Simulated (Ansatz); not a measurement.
The relaxed structure here is a generated cell of TiTe2: the first start was made by placing the elements on the sites of a structure type, and the end was not matched to a known phase here, so it may be hypothetical. Known forms of TiTe2 include space group No. 164.

The end point of a relaxation of TiTe$_{2}$. Space group Pnma (No. 62). Method: PBE (plane waves to 420 eV, PAW, scalar-relativistic; Ansatz, an electronic-structure program).

```xyz
12
Lattice="14.2630 0.0000 0.0000 0.0000 3.9881 0.0000 0.0000 0.0000 5.5450" Properties=species:S:1:pos:R:3 pbc="T T T"
Te     0.4485     2.9911     1.3182
Te     7.5800     2.9911     1.4543
Te     3.0596     0.9970     2.9630
Te    10.1911     0.9970     5.3545
Te     4.0719     2.9911     0.1905
Te    11.2034     2.9911     2.5820
Te    13.8145     0.9970     4.2268
Te     6.6830     0.9970     4.0907
Ti    12.2559     2.9911     5.4021
Ti     5.1244     2.9911     2.9154
Ti     2.0071     0.9970     0.1429
Ti     9.1386     0.9970     2.6296
```

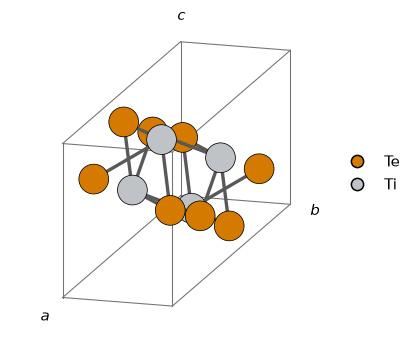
The conventional cell of the relaxed structure

```yaml
volume_per_atom: 26.28 Å³
density: 6.38 g/cm³
band_gap: "no clear gap: the sampled points leave 0.01 eV away from the symmetry points, which may be a band crossing missed between them"
shortest_distances: Te–Ti 2.79 Å; Te–Te 3.43 Å
k-mesh: 4×12×9
```

Band energies at high-symmetry points (eV from the VBM; labels of this space group; no spin-orbit coupling), from −5 eV up to 1.7 eV:

```tsv
point	energies
Γ	-4.84 -4.77 -4.21 -3.77 -3.54 -3.20 -2.99 -2.68 -2.60 -2.48 -2.41 -2.01 -1.37 -1.32 -1.01 -0.77 -0.72 -0.53 -0.42 -0.36 -0.11 0.00 0.02 0.15 0.49 0.57 0.81 0.99 1.17 1.21 1.23 1.55 1.55 1.61
X	-4.74 -4.74 -4.52 -4.52 -3.07 -3.07 -2.63 -2.63 -2.46 -2.46 -2.28 -2.28 -1.39 -1.39 -1.15 -1.15 -0.62 -0.62 -0.28 -0.28 -0.25 -0.25 0.24 0.24 0.47 0.47 1.04 1.04 1.22 1.22 1.41 1.41 1.55 1.55
S	-4.47 -4.47 -4.47 -4.47 -3.89 -3.89 -3.89 -3.89 -3.08 -3.08 -3.08 -3.08 -2.79 -2.79 -2.79 -2.79 -1.97 -1.97 -1.97 -1.97 -1.69 -1.69 -1.69 -1.69 0.29 0.29 0.29 0.29 0.84 0.84 0.84 0.84 1.20 1.20 1.20 1.20
Y	-4.66 -4.66 -4.22 -4.22 -3.97 -3.97 -3.84 -3.84 -3.20 -3.20 -3.00 -3.00 -2.81 -2.81 -2.68 -2.68 -2.16 -2.16 -2.02 -2.02 -1.74 -1.74 -1.48 -1.48 0.20 0.20 0.43 0.43 0.84 0.84 0.87 0.87 0.99 0.99 1.34 1.34
Z	-3.83 -3.83 -3.51 -3.51 -2.84 -2.84 -2.69 -2.69 -2.45 -2.45 -2.10 -2.10 -1.53 -1.53 -1.46 -1.46 -0.97 -0.97 -0.80 -0.80 -0.45 -0.45 0.18 0.18 0.31 0.31 0.58 0.58 0.91 0.91 1.28 1.28 1.30 1.30
U	-4.88 -4.88 -4.59 -4.59 -3.02 -3.02 -2.86 -2.86 -2.43 -2.43 -2.31 -2.31 -2.17 -2.17 -1.91 -1.91 -1.40 -1.40 -0.93 -0.93 -0.85 -0.85 -0.64 -0.64 0.19 0.19 0.30 0.30 0.70 0.70 1.08 1.08 1.21 1.21 1.29 1.29
R	-4.59 -4.59 -4.59 -4.59 -3.29 -3.29 -3.29 -3.29 -2.12 -2.12 -2.12 -2.12 -1.52 -1.52 -1.52 -1.52 -0.62 -0.62 -0.62 -0.62 0.44 0.44 0.44 0.44 0.86 0.86 0.86 0.86 1.62 1.62 1.62 1.62
T	-4.90 -4.90 -4.38 -4.38 -3.81 -3.81 -2.56 -2.56 -2.37 -2.37 -1.95 -1.95 -1.86 -1.86 -1.37 -1.37 -0.70 -0.70 -0.56 -0.56 0.29 0.29 0.57 0.57 0.85 0.85 0.86 0.86 1.59 1.59
```

No spin polarisation in the result. Spin-orbit coupling is missing; with elements this heavy it can move band edges by tenths of an eV or more.

The run could not lose the symmetry of its start: the end is stationary, and may be a saddle point rather than a minimum.

It was reached from a disturbed copy of a P4₂/nmc (No. 137) cell, against which it lies -0.23 eV/atom.
